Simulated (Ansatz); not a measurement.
**Single-point calculation, with input and output: WS2F2**

WS2F2, SMILES [F][W]([F])(=[S])=[S], computed with RKS r2SCAN/def2-TZVPP (Ansatz 0.2.0).

Some settings of this run were made unusual or wrong on purpose. The geometry comes from this level: PBE0-D4/def2-TZVP. Figures and captions count atoms from 1; the log counts them from 0 in places.

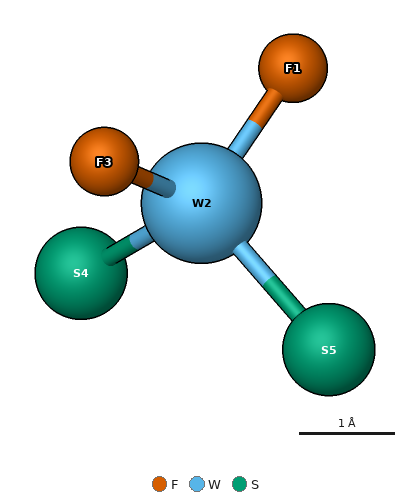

*The structure as given in the input (ball-and-stick view, seen at a tilt; atoms are numbered from 1 in the order of the input). Sticks mark near contacts.*

Bond lengths as drawn: F–W 1.84 Å and S–W 2.11 Å.

## Input file
```yaml
crystal:
  periodic: [false, false, false]
  atoms:
    - {symbol: F, position_ang: [-0.573774, -0.380919, 1.755249]}
    - {symbol: W, position_ang: [0.053658, -0.066770, 0.052383]}
    - {symbol: F, position_ang: [1.651575, -0.911510, -0.301441]}
    - {symbol: S, position_ang: [-1.390116, -0.727415, -1.339409]}
    - {symbol: S, position_ang: [0.308657, 2.012915, -0.208181]}
basis:
  gaussian: {orbitals: def2-TZVPP, final_grid: {core_spheres: 1, valence_spheres: 1, degree: 1}}
hamiltonian: {xc: {name: r2SCAN}}
output: {forces: true}
```

Command:
```bash
ansatz run in.yaml --threads 4 --pin off --events-out ev --progress --plain --max-ram 10444MiB
```

## What the program printed
```
Functional definition: r2SCAN
  name "r2SCAN"
  cite "Furness, Kaplan, Ning, Perdew & Sun, J. Phys. Chem. Lett. 11, 8208 (2020) doi:10.1021/acs.jpclett.0c02405"
  cite "Furness, Kaplan, Ning, Perdew & Sun, J. Phys. Chem. Lett. 11, 9248 (2020) doi:10.1021/acs.jpclett.0c03077"
  parent r2scan
  parameter k0 = 0.174
  parameter k1 = 0.065
  parameter a1 = 4.9479
  exchange = r2scan_x(k0 = k0, k1 = k1, a1 = a1)
  correlation = r2scan_c
1215 factors; their error is unknown
mean field evaluation 1: about -28932.5896 eV, gradient 5.5e1 eV
mean field evaluation 2: about -28892.6774 eV, gradient 1.6e2 eV
mean field evaluation 4: about -28935.9024 eV, gradient 2.4e1 eV
mean field evaluation 8: about -28937.2513 eV, gradient 1.2e-1 eV
mean field evaluation 16: about -29777.1823 eV, gradient 3.1e1 eV
mean field evaluation 32: about -29804.7504 eV, gradient 2.9e-5 eV
a density is far from that of the atoms, so the factors are made again for it
1816 factors; integrals over basis functions are off by at most 5.9e-5 eV
mean field evaluation 64: about -29804.4793 eV, gradient 4.1e-1 eV
mean field -29804.47999613 eV, -1095.2944376555 hartree, gradient 6.3e-5 eV, S^2 0.000000; 0 other end points of the search recorded, 0 dependent functions left out
the calculation of the forces begins
reference -29804.48000353 eV, -1095.2944379277 hartree; 32, 32 occupied and 170, 170 virtual orbitals, 1816 factors
Total energy: -29804.48000353 eV, -1095.2944379277 hartree
Atom 0 at    -0.573774    -0.380919     1.755249 Å, force   148.298130  -103.396729    27.923412 eV/Å
Atom 1 at     0.053658    -0.066770     0.052383 Å, force  -191.486066   228.347043  -266.091221 eV/Å
Atom 2 at     1.651575    -0.911510    -0.301441 Å, force    -5.689706   -66.673667   170.249194 eV/Å
Atom 3 at    -1.390116    -0.727415    -1.339409 Å, force    48.664132     9.984861    50.085682 eV/Å
Atom 4 at     0.308657     2.012915    -0.208181 Å, force     0.213511   -68.261507    17.832933 eV/Å
Dipole moment:     1.395758    -1.666322     1.940092 e Å
```

## Outcome

| quantity | value |
| --- | --- |
| outcome | converged |
| total energy | −29804.4800 eV |
| SCF solution under orbital rotations | stable |
| largest force (length of the vector) | 399.517 eV/Å |
| dipole moment | 13.99 D |
| hardware | 4 threads of Arm Neoverse V1, 23 GiB of memory available, shared host |
| wall time | 12 s (CPU time 40 s) |
| peak memory | 0.48 GiB |

## Diagnosis

The input was spoiled on purpose: grid. The program still converged, but the numbers can't be taken as results for the intended system.
